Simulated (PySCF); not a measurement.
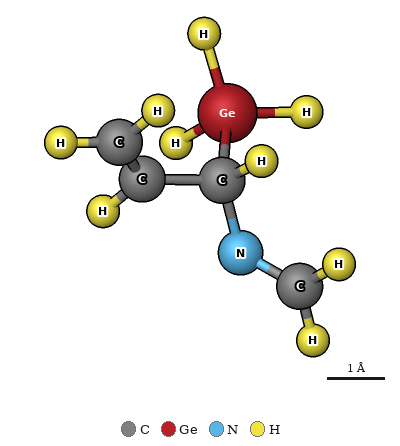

**Figure 1.** The input geometry (ball-and-stick view, seen at a tilt). Sticks mark near contacts. Bond lengths as drawn: C–C 1.32 to 1.49 Å, C–Ge 2.01 Å, C–H 1.08 to 1.10 Å, C–N 1.25 to 1.42 Å and Ge–H 1.49 to 1.50 Å.

**Excited-state calculation, with input and output: C4H9GeN**

System: C4H9GeN, SMILES C=C[C@H]([GeH3])N=C.
Method: TDDFT PBE0/def2-SVP, vertical, gas phase, core orbitals frozen in the response (PySCF 2.14.0).

The geometry comes from this level: GFN2-xTB. It belongs to a series of runs on one base structure; here: PBE0/def2-SVP; 12 states.

### What the program printed
```
coarse grid: 55504 points
cycle   1  E = -2288.5481805472  dE = -7.854e-03  |g| = 4.582e-01  |ddm| = 3.990e+00
cycle   2  E = -2288.5337631169  dE =  1.442e-02  |g| = 5.383e-01  |ddm| = 9.923e-01
cycle   3  E = -2288.5857013439  dE = -5.194e-02  |g| = 1.029e-01  |ddm| = 5.832e-01
cycle   4  E = -2288.5877347994  dE = -2.033e-03  |g| = 3.806e-02  |ddm| = 1.089e-01
cycle   5  E = -2288.5880360142  dE = -3.012e-04  |g| = 1.036e-02  |ddm| = 4.548e-02
cycle   6  E = -2288.5880624396  dE = -2.643e-05  |g| = 3.390e-03  |ddm| = 1.351e-02
cycle   7  E = -2288.5880653364  dE = -2.897e-06  |g| = 5.718e-04  |ddm| = 3.704e-03
final grid: 117216 points
cycle   8  E = -2288.5880507192  dE =  1.020e-08  |g| = 7.179e-04  |ddm| = 2.141e-03
cycle   9  E = -2288.5880505738  dE =  1.454e-07  |g| = 1.062e-03  |ddm| = 1.581e-03
cycle  10  E = -2288.5880508306  dE = -2.567e-07  |g| = 1.167e-04  |ddm| = 9.619e-04
cycle  11  E = -2288.5880508339  dE = -3.346e-09  |g| = 2.533e-05  |ddm| = 1.505e-04
cycle  12  E = -2288.5880508340  dE = -1.223e-10  |g| = 7.894e-06  |ddm| = 2.682e-05
```

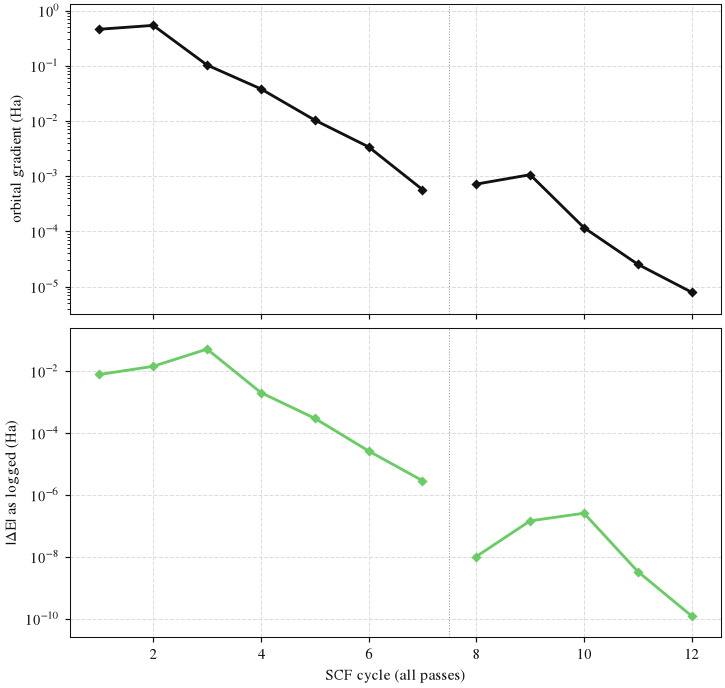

**Figure 2.** Convergence of the self-consistent field: orbital gradient and size of the energy change against the SCF cycle. The dotted line marks the change from a coarse to the final integration grid. The first 7 cycles use a coarse grid, the final grid takes over at cycle 8, and the field converges after 12 cycles in all.

```
converged SCF energy = -2288.5880508340

Static polarisability (au): isotropic 79.963, principal 64.822 78.560 96.509

Singlet excitations
state   eV       nm        f      main configurations
  1   5.0233    246.8   0.01030   H-1->L 0.63, H->L 0.31
  2   5.7512    215.6   0.06372   H->L 0.64, H-1->L 0.31
  3   6.2849    197.3   0.06622   H->L+1 0.57, H-1->L+1 0.37
  4   6.7640    183.3   0.24580   H-1->L+1 0.52, H->L+1 0.28, H-2->L+1 0.11
  5   7.2792    170.3   0.02103   H->L+2 0.95
  6   7.3746    168.1   0.36305   H-2->L 0.84
  7   7.7041    160.9   0.05214   H-1->L+2 0.72, H-2->L+1 0.16
  8   7.7976    159.0   0.07967   H-2->L+1 0.45, H-3->L 0.16, H-1->L+2 0.16
  9   7.8894    157.2   0.00349   H-3->L 0.57, H->L+3 0.28
 10   7.9427    156.1   0.02013   H->L+3 0.61, H-3->L 0.19, H->L+4 0.09
 11   8.0979    153.1   0.03321   H->L+4 0.73
 12   8.1406    152.3   0.01670   H-4->L 0.84

Triplet excitations (Tamm-Dancoff, eV): 4.1071 4.2465 4.6315 5.8705 6.2665
```

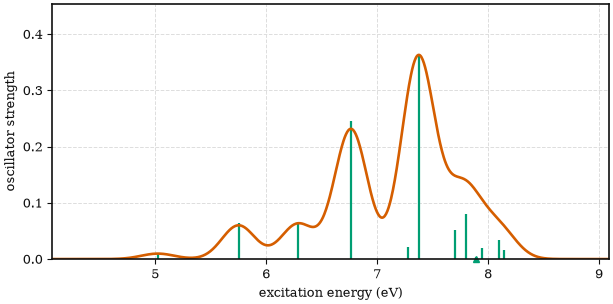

**Figure 3.** Computed excitations as sticks (degenerate states added up, dark ones marked on the axis), with a Gaussian envelope of 0.35 eV full width at half maximum, scaled to the tallest. Of the 12 states the lowest lies at 5.02 eV (f = 0.010); the strongest line is at 7.37 eV, or 168 nm (f = 0.363).

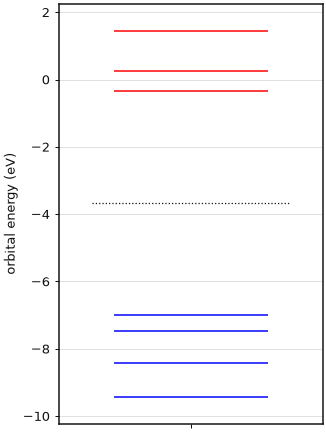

**Figure 4.** Orbital energies near the frontier; the dotted line parts filled from empty levels, and levels within 0.02 eV of each other stand side by side. Highest filled −6.98 eV, lowest empty −0.35 eV, 6.63 eV apart.

The run was set up as follows.

### Input
```
{"job": {"kind": "uv", "xc": "PBE0", "basis": "def2-SVP", "nstates": 12, "ntriplets": 5, "tda": false}, "charge": 0, "multiplicity": 1}
C     -1.299246    -2.042327    -0.163459
C     -0.722116    -0.980441    -0.696919
C      0.167767    -0.047728     0.046120
Ge    -0.869864     1.639685     0.378163
N      1.229383     0.404914    -0.785280
C      2.416178     0.350739    -0.386536
H     -1.942616    -2.686350    -0.737661
H     -1.145947    -2.313775     0.869050
H     -0.869714    -0.722278    -1.736830
H      0.513186    -0.496558     0.991876
H     -2.107775     1.359800     1.175506
H     -1.262513     2.249610    -0.923166
H     -0.027877     2.630159     1.123530
H      2.720061    -0.066479     0.580283
H      3.196678     0.729018    -1.030039
```

The first line tells a small driver script what to run in PySCF; the rest is the geometry in Å.

Launched with:
```bash
OMP_NUM_THREADS=1 python <driver script> task.json out
```

### Key numbers

- outcome: converged
- total energy: −2288.588051 hartree
- HOMO: −6.98 eV
- LUMO: −0.35 eV
- dipole moment: 1.28 D
- mean polarisability: 79.96 a.u.
- lowest singlet excitation: 5.02 eV
- hardware: 1 CPU thread, shared host
- wall time: 45 s
- peak memory: 0.81 GiB

Settings chosen away from the usual ones: PBE0/def2-SVP; 12 states. Spin–orbit coupling is left out, which matters for the heavy atoms.
